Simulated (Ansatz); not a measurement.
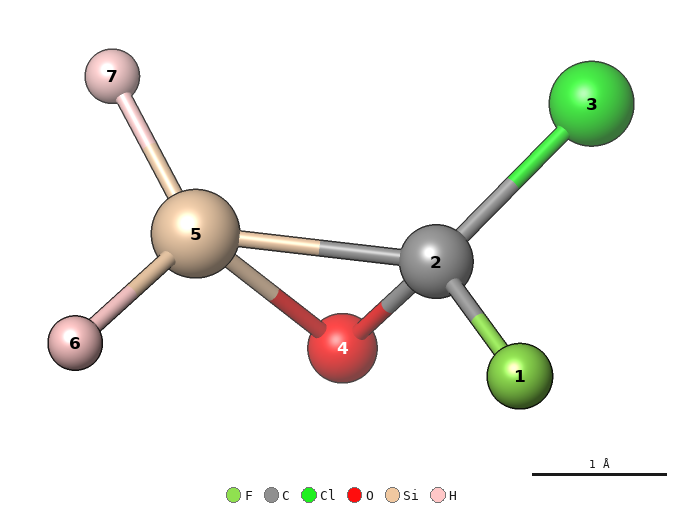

Orthographic view. Distant atoms are faded towards the background colour. Computed geometry: PBE0-D4/def2-TZVP optimisation.

Write a MOL file (V2000) with the atoms in numerical order, bonds sorted by atom number with the orders drawn, and coordinates in the frame of the picture: x right, y up, z towards the viewer, origin at the mean position.

```
CH2ClFOSi
                    3D

  7  7  0  0  0  0  0  0  0  0999 V2000
    1.4600   -0.9500    0.9300 F   0  0  0  0  0  0  0  0  0  0  0  0
    0.8400   -0.0900    0.1100 C   0  0  1  0  0  0  0  0  0  0  0  0
    2.0000    1.0900   -0.4700 Cl  0  0  0  0  0  0  0  0  0  0  0  0
    0.1300   -0.7400   -0.9100 O   0  0  0  0  0  0  0  0  0  0  0  0
   -0.9700    0.1100    0.0500 Si  0  0  0  0  0  4  0  0  0  0  0  0
   -1.8700   -0.7100    0.8800 H   0  0  0  0  0  0  0  0  0  0  0  0
   -1.5900    1.3000   -0.5800 H   0  0  0  0  0  0  0  0  0  0  0  0
  1  2  1  0
  2  3  1  0
  2  4  1  0
  2  5  1  0
  4  5  1  0
  5  6  1  0
  5  7  1  0
M  END
```
